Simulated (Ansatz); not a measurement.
# B3H9 ((H2B-mu-H)3): what the fields show

```xyz
12

B     0.1124    0.7728   -0.7868
H     1.0904    1.4459   -0.6955
H    -0.6202    1.0233   -1.7197
H    -0.9158    1.0125   -0.0022
B    -0.4370    0.2796    0.9798
H    -1.5801    0.1606    1.3658
H     0.3281    0.7633    1.7533
H    -0.4320   -1.0226    0.7980
B     0.5161   -0.9767   -0.1123
H     1.6547   -0.9939    0.2359
H     0.0734   -2.0208   -0.5409
H     0.2100   -0.4440   -1.2753
```

Geometry: PBE-D4/def2-TZVP.

Method: RKS PBE0-D4/def2-TZVP (Ansatz).

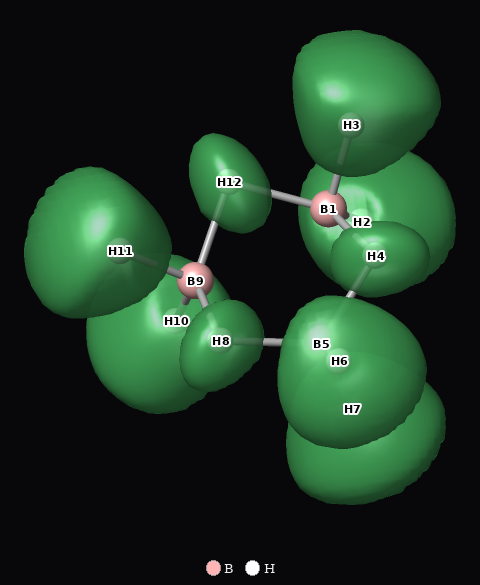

Figure 1. Isosurface of the electron localisation function at 0.9 (green), seen at an oblique angle. Core shells and regions of very low density are left out.

### Describe the localisation domains.

At this value the surface marks out nine regions around hydrogen nuclei. Along the contacts the grid gives the following. B–H (1.19 Å): the ELF climbs to about 1 towards the hydrogen, as it does in any bond to H: an ordinary covalent bond to hydrogen.

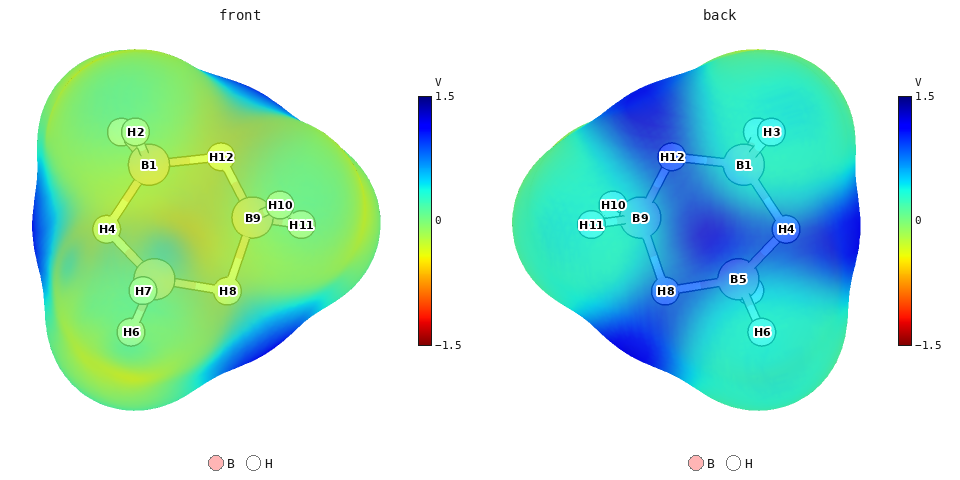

Figure 2. The electrostatic potential painted on the density surface at 0.002 e/bohr³, seen from the front and from behind; the colour scale runs from red (negative) to blue (positive).

### Where is the surface potential most negative and most positive?

The most negative region (about −0.4 V) lies over H7, the most positive (about +1.2 V) over the B and H atoms.

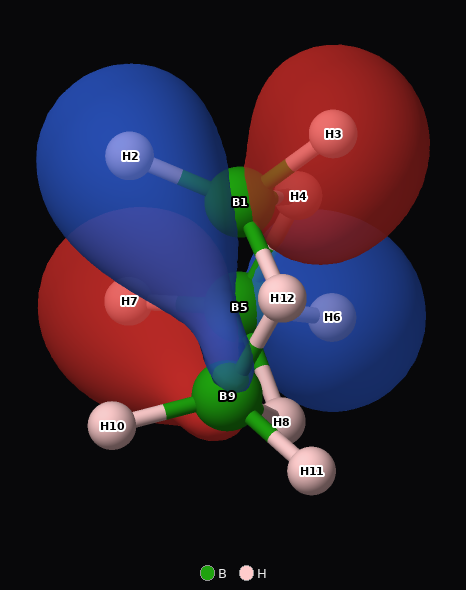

Figure 3. The HOMO at ±0.1 Å⁻³ᐟ² (red and blue are the two phases), seen at an oblique angle.

### What is the character of this orbital?

It lies mainly on B1 (about 20 %), B5 (about 20 %), H2 (about 15 %), H7 (about 15 %), H3 (about 10 %) and H6 (about 10 %). It is one of a degenerate set, so its orientation is arbitrary. Its energy is −9.31 eV.

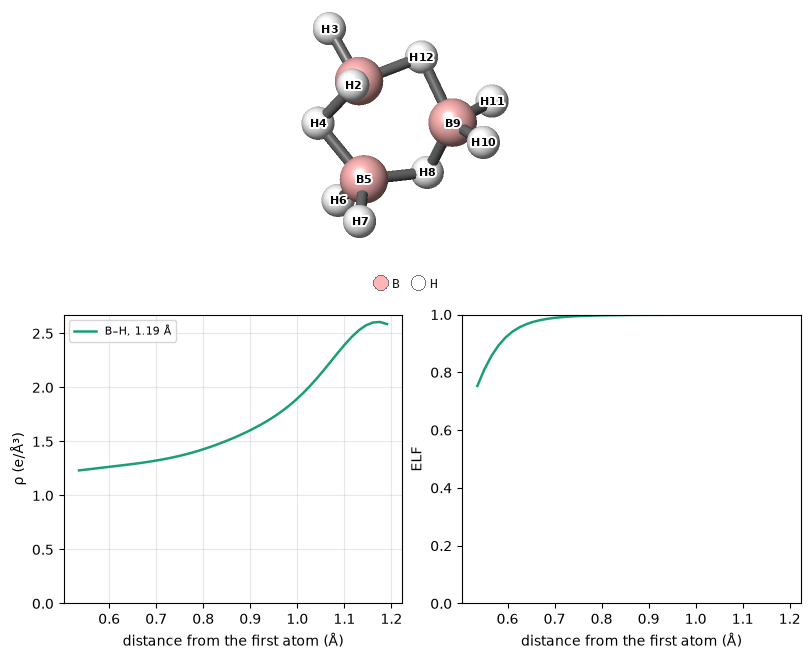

Figure 4. Electron density and ELF along straight lines between neighbouring atoms. The curves leave out the atomic cores. The structure is drawn too.

### What can be read from the curves?

B–H (1.19 Å): ρ at the midpoint is about 1.3 e/Å³; the ELF climbs to about 1 towards the hydrogen (an ordinary covalent bond to hydrogen).
